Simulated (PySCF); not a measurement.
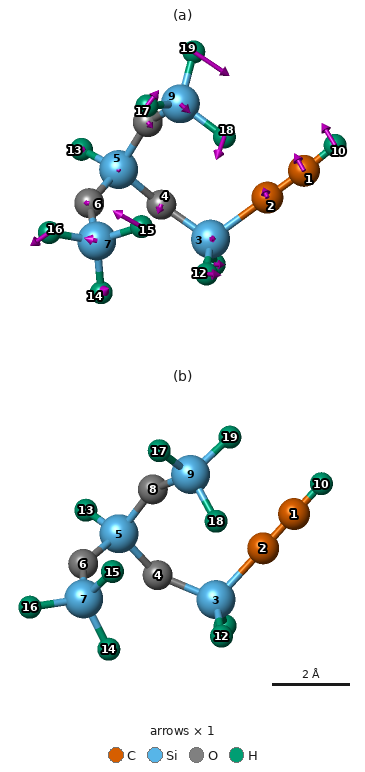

The structure of C2H10O3Si4 before (top) and after (bottom) a relaxation, at one scale. The purple arrows give the displacements, at their true length.

The picture is a ball-and-stick view, seen at a tilt.

The start comes from GFN2-xTB. Its atoms were then displaced at random by about 0.01 Å.

All numbers below come from PySCF 2.14.0, density-fitted response routines, PBE0-D3(BJ)/def2-SVP geometry optimisation, gas phase. 

What changed between the two?

Answer. An H atom moves most after the best rigid fit: 1.14 Å. By element the largest moves are H 1.14 Å, C 0.56 Å, Si 0.37 Å, O 0.27 Å. Some distances before and after: O–Si 1.581 → 1.654 Å, H–Si 1.451 → 1.493 Å, O–Si 1.609 → 1.643 Å, O–Si 1.625 → 1.660 Å. Bond angles that change, for instance: O–Si–H 101.1° → 109.2°, O–Si–H 102.5° → 108.7°, H–Si–H 114.5° → 110.6°. Groups turn about O–Si by about 40°, O–Si by about 30°, O–Si by about 30°. Over 20 geometry steps the energy falls by 11.0 kcal/mol. The run took 7.3 min on 1 thread of Arm Neoverse V2 (shared host).
